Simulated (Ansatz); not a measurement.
# C3H7F (2-fluoropropane), step by step

Wanted: a single-point energy (HF/6-31G**), then a single-point energy (CASCI(2,5)/6-31G**), then a single-point energy (CCSD(T)/6-31G**) of C3H7F (2-fluoropropane). 

The results are computed with Ansatz 0.2.0.

7 further runs of the same task are left out: 7 for a known fault of the program.

## Step 1: The system as given

C3H7F has 11 atoms, charge 0, and is taken as a singlet. SMILES: `CC(C)F`. The shape is that of a PBE0-D4/def2-TZVP optimisation.

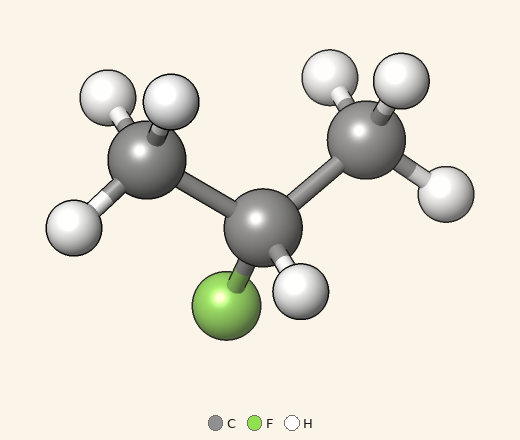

The structure, seen from a chosen angle (carbon grey, fluorine green, hydrogen white).

## Step 2: A single-point energy at HF/6-31G(d,p) (Cartesian functions) (run 1)

Input file molecule.yaml:

```yaml
crystal:
  periodic: [false, false, false]
  atoms:
    - {symbol: C, position_ang: [-0.234500, 1.045100, -0.703000]}
    - {symbol: C, position_ang: [-0.479600, -0.306600, -0.081300]}
    - {symbol: C, position_ang: [0.626400, -0.766200, 0.834700]}
    - {symbol: F, position_ang: [-0.614100, -1.242400, -1.108400]}
    - {symbol: H, position_ang: [-1.041900, 1.303400, -1.390000]}
    - {symbol: H, position_ang: [-0.180600, 1.814100, 0.071000]}
    - {symbol: H, position_ang: [0.707700, 1.043900, -1.256000]}
    - {symbol: H, position_ang: [-1.436600, -0.307200, 0.453700]}
    - {symbol: H, position_ang: [1.578500, -0.788700, 0.299400]}
    - {symbol: H, position_ang: [0.417300, -1.766700, 1.216600]}
    - {symbol: H, position_ang: [0.722800, -0.085600, 1.683800]}
basis:
  gaussian: {orbitals: 6-31G_st__st_.json}
hamiltonian: {xc: hf}
output: {orbitals: {seedname: orbitals}}
```

The basis set 6-31G** is read from a file made from the Basis Set Exchange's data (not shown).

On the command line:

```console
$ ansatz run molecule.yaml --threads 1 --pin off --max-ram 2610MiB --events-out events.jsonl --progress --plain --runs-dir runs
```

The program printed:

```text
Warning: RAYON_NUM_THREADS=1 ignored (pool sized by the plan → 1); use --threads N
Functional definition: HF
  name "HF"
  exchange = exact_x
  correlation = 0
1139 factors; their error is unknown
mean field evaluation 1: about -5906.1788 eV, gradient 2.9e1 eV
mean field evaluation 2: about -5908.0599 eV, gradient 1.2e1 eV
mean field evaluation 4: about -5908.3376 eV, gradient 7.7e-1 eV
mean field evaluation 8: about -5908.4012 eV, gradient 3.6e-1 eV
mean field -5908.40140644 eV, -217.1297468282 hartree, gradient 1.9e-5 eV, S^2 0.000000; 0 other end points of the search recorded, 0 dependent functions left out
reference -5908.40140644 eV, -217.1297468282 hartree; 17, 17 occupied and 78, 78 virtual orbitals, 1139 factors
Total energy: -5908.40140644 eV, -217.1297468282 hartree
```

It took 0.64 s on 1 thread of Arm Neoverse V2, shared host; peak memory 0.16 GiB.

## Step 3: A single-point energy at CASCI(2,5)/6-31G(d,p) (Cartesian functions) (run 2)

Changes to molecule.yaml since step 2:

```diff
@@ -16,3 +16,3 @@
   gaussian: {orbitals: 6-31G_st__st_.json}
-hamiltonian: {xc: hf}
-output: {orbitals: {seedname: orbitals}}
+correlation:
+  active_space: {window: {electrons: 2, orbitals: 5}, shells: [{species: F, l: p, shell: 2}, {species: C, l: p, shell: 2}], fixed_orbitals: true}
```

The basis set 6-31G** is read from a file made from the Basis Set Exchange's data (not shown).

On the command line:

```console
$ ansatz run molecule.yaml --threads 1 --pin off --max-ram 2610MiB --events-out events.jsonl --progress --plain --runs-dir runs
```

The program printed:

```text
Warning: RAYON_NUM_THREADS=1 ignored (pool sized by the plan → 1); use --threads N
Functional definition: HF
  name "HF"
  exchange = exact_x
  correlation = 0
923 factors; integrals over basis functions are off by at most 1.2e-3 eV
mean field evaluation 1: about -5906.2041 eV, gradient 2.9e1 eV
mean field evaluation 2: about -5906.2500 eV, gradient 2.9e1 eV
mean field evaluation 4: about -5908.3723 eV, gradient 3.3e0 eV
mean field evaluation 8: about -5908.4015 eV, gradient 1.5e-1 eV
mean field -5908.40161484 eV, -217.1297544870 hartree, gradient 8.5e-6 eV, S^2 0.000000; 0 other end points of the search recorded, 0 dependent functions left out
reference -5908.40161484 eV, -217.1297544870 hartree; 17, 17 occupied and 78, 78 virtual orbitals, 923 factors
state -5908.46729025 eV, -217.1321680136 hartree
Total energy: -5908.46729025 eV, -217.1321680136 hartree
```

It took 0.82 s on 1 thread of Arm Neoverse V2, shared host; peak memory 0.15 GiB.

## Step 4: The energy at CCSD(T)/6-31G(d,p) (Cartesian functions) (run 11)

Input file in.yaml:

```yaml
crystal:
  periodic: [false, false, false]
  atoms:
    - symbol: C
      position_ang: [-0.234500, 1.045100, -0.703000]
    - symbol: C
      position_ang: [-0.479600, -0.306600, -0.081300]
    - symbol: C
      position_ang: [0.626400, -0.766200, 0.834700]
    - symbol: F
      position_ang: [-0.614100, -1.242400, -1.108400]
    - symbol: H
      position_ang: [-1.041900, 1.303400, -1.390000]
    - symbol: H
      position_ang: [-0.180600, 1.814100, 0.071000]
    - symbol: H
      position_ang: [0.707700, 1.043900, -1.256000]
    - symbol: H
      position_ang: [-1.436600, -0.307200, 0.453700]
    - symbol: H
      position_ang: [1.578500, -0.788700, 0.299400]
    - symbol: H
      position_ang: [0.417300, -1.766700, 1.216600]
    - symbol: H
      position_ang: [0.722800, -0.085600, 1.683800]
basis:
  gaussian:
    orbitals: 6-31G_st__st_.json
correlation:
  method: ccsd_t
```

The basis set 6-31G** is read from a file made from the Basis Set Exchange's data (not shown).

On the command line:

```console
$ ansatz run in.yaml --threads 1 --pin off --max-ram 2610MiB --events-out events.jsonl --progress --plain --runs-dir runs
```

The program printed, shortened:

```text
Warning: RAYON_NUM_THREADS=1 ignored (pool sized by the plan → 1); use --threads N
Functional definition: HF
  name "HF"
[...]
923 factors; integrals over basis functions are off by at most 1.2e-3 eV
[...]
mean field -5908.40161484 eV, -217.1297544870 hartree, gradient 8.5e-6 eV, S^2 0.000000; 0 other end points of the search recorded, 0 dependent functions left out
4 core orbitals not correlated: weight in the atoms' cores, before any rotation towards them, 1.000 or more for the frozen orbitals, at most 0.000 for the correlated occupied ones
reference -5908.40161484 eV, -217.1297544870 hartree; 13, 13 occupied and 78, 78 virtual orbitals, 923 factors
second order -16.57149449 eV of doubles, -0.00000000 eV of singles
cycle   1  -17.25213846 eV  change   -6.8e-1 eV  update   8.1e-2
[...]
cycle   8  -17.73720857 eV  change    1.1e-5 eV  update   1.5e-5
perturbative correction -0.44936461 eV, -0.0165138449 hartree
Total energy: -5926.58818802 eV, -217.7980987241 hartree
```

Wall time 11 s (1 thread of Arm Neoverse V2, shared host); peak memory 0.4 GiB.

## Step 5: Results

```
                                                            quantity          value
                                     run 1, HF/6-31G**: total energy  -217.12975 Eh
                                      run 1, HF/6-31G**: HOMO energy      -12.99 eV
                                      run 1, HF/6-31G**: LUMO energy        6.29 eV
                                    run 1, HF/6-31G**: HOMO–LUMO gap       19.29 eV
                             run 2, CASCI(2,5)/6-31G**: total energy  -217.13217 Eh
                               run 11, CCSD(T)/6-31G**: total energy  -217.79810 Eh
run 11, CCSD(T)/6-31G**: correlation energy (4 core orbitals frozen)     -668.3 mEh
                             run 11, CCSD(T)/6-31G**: (T) correction     -16.51 mEh
                              run 11, CCSD(T)/6-31G**: T1 diagnostic          0.009
```

What this shows: The triples (run 11, CCSD(T)/6-31G**) make up 2.5 % of the correlation energy.
